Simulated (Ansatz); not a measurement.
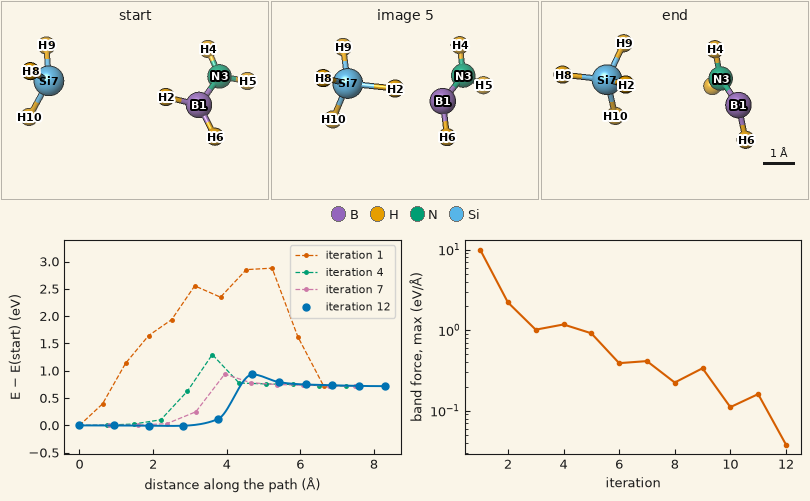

A search for the minimum-energy path of BSiNH$_{7}$ (multiplicity 2), made up at the start of BNH4 and SiH$_{3}$ by the nudged elastic band. Images are numbered from 0 (start) to 10 (end). The plot follows the band through its iterations. Style: ball-and-stick. Shown at a tilt.

Theory: UKS B3LYP/6-31G* in Ansatz. Settings: 9 movable images; climbing image; force threshold 0.05 eV/Å; iteration limit 60; starting path through a guess of the saddle point.

Question: How did the profile develop, and is the result final?

Answer: The result is final at these settings. The band converged in 12 iterations. The largest component of the band force went from 10 to 0.038 eV/Å. The climbing image converged on the top of the path. Its vibrational analysis gives one imaginary mode (682i cm⁻¹), as a transition state must have. The first iteration put the highest image at 2.88 eV. The energy climbs by 0.93 eV to image 5 and then falls by 0.21 eV, so the end point sits at +0.72 eV. Image 2 lies below both ends, at −0.01 eV, which points to an intermediate minimum that so few images don't resolve.

Limits of the set-up: the start holds two separate molecules, 3.9 Å apart at their closest, whose relative position is a soft coordinate and is computed without a dispersion correction.

The run took 6.1 min on 1 thread of Arm Neoverse V1, on a shared host, peak memory 0.16 GiB.
